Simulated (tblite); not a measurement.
# C$_{6}$H$_{10}$NO (charge −1): saddle-point search

- system: C$_{6}$H$_{10}$NO, charge −1, SMILES C=C([O-])C1(N)CCC1
- method: GFN2-xTB saddle search (eigenvector following) and harmonic vibrations, gas phase (tblite 0.8.0)

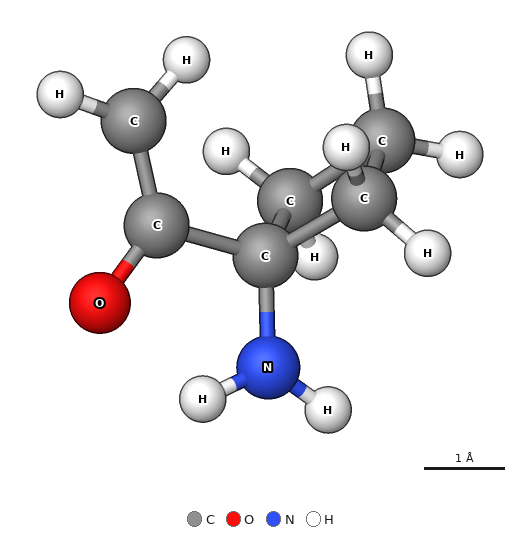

The starting structure (ball-and-stick view, seen at a tilt). Bond lengths as drawn: C–C 1.35 to 1.57 Å, C–H 1.08 to 1.09 Å, C–N 1.41 Å, C–O 1.27 Å and H–N 1.00 to 1.01 Å.

Key numbers

```tsv
quantity	value
outcome	converged
total energy	−682.1848 eV
point group	Cs
hardware	1 CPU thread, shared host
wall time	3 s
peak memory	0.2 GiB
```

Input file
```
{"job": {"xc": "GFN2-xTB", "basis": "xTB", "kind": "saddle"}, "charge": -1, "multiplicity": 1}
C     -1.673958     1.256253     0.741380
C     -1.612149     0.078987     0.078084
O     -2.589759    -0.649224    -0.289862
C     -0.184450    -0.468447    -0.272303
N     -0.407646    -1.673932    -0.968611
C      0.805507    -0.545084     0.934231
C      1.691010     0.521037     0.279810
C      0.781981     0.549558    -0.954253
H     -2.624208     1.688792     1.017619
H     -0.793214     1.811552     1.024606
H     -1.394378    -1.887815    -1.048043
H      0.324674    -2.244483    -1.337101
H      0.369908    -0.261594     1.890807
H      1.281568    -1.523473     1.032373
H      1.714229     1.465368     0.825015
H      2.720871     0.208829     0.084576
H      0.338280     1.518086    -1.179484
H      1.251734     0.155589    -1.858845
```

The first line tells a small driver script what to run in tblite; the rest is the geometry in Å.

Command:
```bash
OMP_NUM_THREADS=1 python <driver script> task.json out
```

What the program printed
```
step      E/eV     max force
  0    -682.18420   0.0269
  1    -682.18483   0.0241
  2    -682.18484   0.0014
lowest wavenumbers (cm-1): -743.4 82.4 86.0 228.2 265.4 357.8
```

Trajectory as extended XYZ (Å, eV, eV/Å), 3 frames, from step=0 to step=2
```
18
Properties=species:S:1:pos:R:3:forces:R:3 step=0 energy=-682.18420
C    -1.6740    1.2563    0.7414    0.0030  -0.0020  -0.0070
C    -1.6121    0.0790    0.0781    0.0010  -0.0120   0.0240
O    -2.5898   -0.6492   -0.2899   -0.0020   0.0060  -0.0210
C    -0.1845   -0.4684   -0.2723    0.0000  -0.0010   0.0060
N    -0.4076   -1.6739   -0.9686   -0.0090   0.0100  -0.0010
C     0.8055   -0.5451    0.9342   -0.0150  -0.0030  -0.0110
C     1.6910    0.5210    0.2798   -0.0040   0.0020  -0.0090
C     0.7820    0.5496   -0.9543    0.0080   0.0100  -0.0070
H    -2.6242    1.6888    1.0176    0.0050  -0.0040  -0.0030
H    -0.7932    1.8116    1.0246   -0.0020   0.0070  -0.0030
H    -1.3944   -1.8878   -1.0480    0.0000   0.0000  -0.0110
H     0.3247   -2.2445   -1.3371   -0.0040  -0.0040   0.0070
H     0.3699   -0.2616    1.8908    0.0130   0.0000   0.0090
H     1.2816   -1.5235    1.0324    0.0150   0.0070   0.0090
H     1.7142    1.4654    0.8250    0.0090  -0.0080   0.0060
H     2.7209    0.2088    0.0846   -0.0010   0.0040   0.0080
H     0.3383    1.5181   -1.1795   -0.0090  -0.0010   0.0050
H     1.2517    0.1556   -1.8588   -0.0090  -0.0090  -0.0020
18
Properties=species:S:1:pos:R:3:forces:R:3 step=1 energy=-682.18483
C    -1.6766    1.2503    0.7486    0.0000  -0.0020  -0.0010
C    -1.6133    0.0807    0.0720   -0.0110  -0.0060  -0.0040
O    -2.5910   -0.6330   -0.3249    0.0190   0.0130   0.0070
C    -0.1845   -0.4697   -0.2682   -0.0030   0.0000   0.0000
N    -0.4064   -1.6769   -0.9617   -0.0020  -0.0080  -0.0040
C     0.8081   -0.5410    0.9354    0.0000   0.0000   0.0000
C     1.6941    0.5205    0.2736    0.0000   0.0000   0.0000
C     0.7782    0.5504   -0.9552    0.0000   0.0000   0.0000
H    -2.6281    1.6858    1.0150    0.0020   0.0000   0.0000
H    -0.7968    1.7975    1.0509   -0.0060  -0.0040  -0.0020
H    -1.3939   -1.8796   -1.0632    0.0110   0.0020   0.0010
H     0.3272   -2.2591   -1.3093   -0.0100   0.0070   0.0040
H     0.3783   -0.2519    1.8931    0.0000   0.0000  -0.0010
H     1.2863   -1.5180    1.0393    0.0000   0.0000   0.0000
H     1.7271    1.4649    0.8183    0.0000  -0.0010  -0.0010
H     2.7213    0.2026    0.0738   -0.0010   0.0000   0.0000
H     0.3297    1.5183   -1.1733    0.0010  -0.0010   0.0000
H     1.2403    0.1583   -1.8644   -0.0010   0.0000   0.0010
18
Properties=species:S:1:pos:R:3:forces:R:3 step=2 energy=-682.18484
C    -1.6769    1.2505    0.7481    0.0000   0.0000   0.0000
C    -1.6133    0.0806    0.0723    0.0000   0.0000   0.0000
O    -2.5905   -0.6336   -0.3235   -0.0010   0.0000  -0.0010
C    -0.1845   -0.4695   -0.2682    0.0000   0.0000   0.0000
N    -0.4064   -1.6766   -0.9619    0.0000   0.0000   0.0000
C     0.8081   -0.5412    0.9354    0.0000   0.0000   0.0000
C     1.6942    0.5202    0.2737    0.0000   0.0000   0.0000
C     0.7782    0.5505   -0.9550    0.0000   0.0000   0.0000
H    -2.6285    1.6858    1.0147    0.0000   0.0000   0.0000
H    -0.7974    1.7982    1.0496    0.0000   0.0000   0.0000
H    -1.3934   -1.8799   -1.0629    0.0000   0.0000   0.0000
H     0.3270   -2.2584   -1.3101    0.0000   0.0000   0.0000
H     0.3783   -0.2519    1.8931    0.0000   0.0000   0.0000
H     1.2860   -1.5182    1.0394    0.0000   0.0000   0.0000
H     1.7277    1.4645    0.8185    0.0000   0.0000   0.0000
H     2.7213    0.2019    0.0737    0.0000   0.0000   0.0000
H     0.3299    1.5186   -1.1727    0.0000   0.0000   0.0000
H     1.2402    0.1586   -1.8643    0.0000   0.0000   0.0000
```

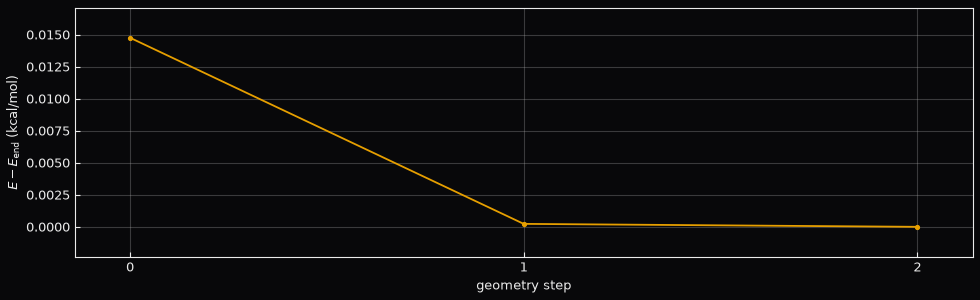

Progress of the saddle-point search, step by step (steps are counted from 0).

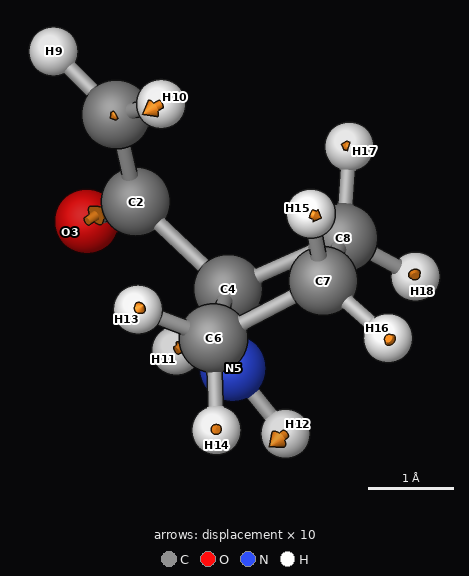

The starting structure with the displacements as orange arrows, magnified 10 times (ball-and-stick view, seen at a tilt). The two geometries are laid on each other by the best rigid fit. After 2 geometry steps the energy has fallen by 0.01 kcal/mol. The largest force component goes from 0.024 to 0.001 eV/Å. O3 moves most after the best rigid fit: 0.037 Å. Largest moves by element: O 0.037 Å, H 0.030 Å, C 0.009 Å, N 0.007 Å. (Atoms are counted from 1 in the order of the input.)
